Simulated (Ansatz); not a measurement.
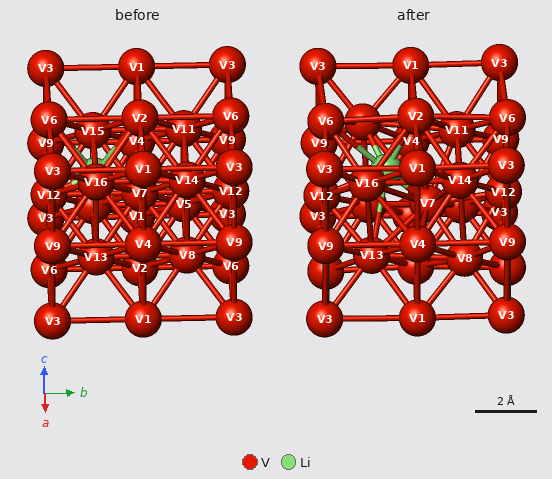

The structure of a defect cell of composition LiV16 before (left) and after (right) a relaxation, at one scale.

The picture is a ball-and-stick view of the cell of the calculation (origin shifted), seen from a free direction.

It is an interstitial Li in bcc V. The run prepares an end point of a later path (interstitial hop) calculation, from a guessed geometry.

Theory: Ansatz 0.2.0, DFT PBE, scalar-relativistic, plane waves, PAW. Settings: plane-wave cutoff 420 eV; k-point mesh 3 × 3 × 3; occupations gaussian; smearing width 0.1 eV; no spin polarisation; atoms relaxed in a fixed cell; force threshold 0.03 eV/Å; at most 60 steps.

Question: What changed between the two?

Answer: The atom that moves furthest is a V atom (0.59 Å along [0 1 −1]). Largest moves by element: V 0.59 Å, Li 0.54 Å. The cell stays as it was. Among the contacts that change: V–V 2.615 → 3.480 Å, Li–V 1.712 → 2.357 Å, V–V 3.020 → 3.605 Å, V–V 3.020 → 2.435 Å. After 16 geometry steps the energy has fallen by 4.061 eV per cell of the calculation. Largest force component: 5.5 eV/Å at the start, 0.02 eV/Å at the end. The forces were under the threshold at step 6, but the run went on from there. The run took 7 min on 4 threads of AMD EPYC 7571, on a shared host, peak memory 1 GiB.

Limits of the set-up: the periodic images lie only 6.0 Å apart, so the values are limited by the cell's size.
